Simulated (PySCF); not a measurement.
# C7H12O (4-methoxycyclohexene): the cost of one run

Programs: PySCF 2.14.0, with routines of our own; each step states its level. All values are computed. Atoms count from 0.

## Step 1: The system as given

20 atoms, charge 0, multiplicity 1; geometry from: GFN2-xTB.

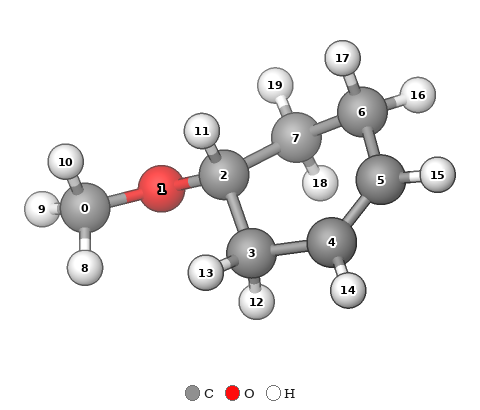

The starting geometry (carbon grey, oxygen red, hydrogen white).

## Step 2: Magnetic properties: GIAO PBE/pcSseg-1

The job: settings as JSON, then the geometry in Å.

```
{"job": {"kind": "mag", "xc": "PBE", "basis": "pcSseg-1", "isotopologues": 2}, "charge": 0, "multiplicity": 1}
C      2.836368     0.416612     0.012957
O      1.807893    -0.479853     0.340758
C      0.497770     0.037334     0.187799
C      0.098789     0.210573    -1.283411
C     -1.381298     0.374361    -1.443197
C     -2.260604     0.125550    -0.487822
C     -1.874780    -0.372100     0.870447
C     -0.460843    -0.942656     0.860440
H      2.864756     0.638094    -1.060094
H      3.767634    -0.069040     0.299766
H      2.733110     1.359894     0.565369
H      0.433488     1.015331     0.696489
H      0.432629    -0.672211    -1.839452
H      0.601903     1.079173    -1.717238
H     -1.709128     0.716150    -2.415827
H     -3.316632     0.281815    -0.659039
H     -2.582734    -1.137297     1.196899
H     -1.941262     0.453590     1.587228
H     -0.438723    -1.879635     0.302572
H     -0.113487    -1.145003     1.873835
```

With the program's defaults for keys left out, this is: GIAO PBE/pcSseg-1 magnetisability, rotational g tensor and spin-rotation constants, non-relativistic, gas phase.

Command:

```bash
$ OMP_NUM_THREADS=1 python excited_run.py task.json out
```

One launch serves the whole session: the jobs run in the order shown.

Q: Estimate the wall time and peak memory of this first job on 1 thread of Arm Neoverse V1, shared host.

About 55 s, with a peak of 0.78 GiB.
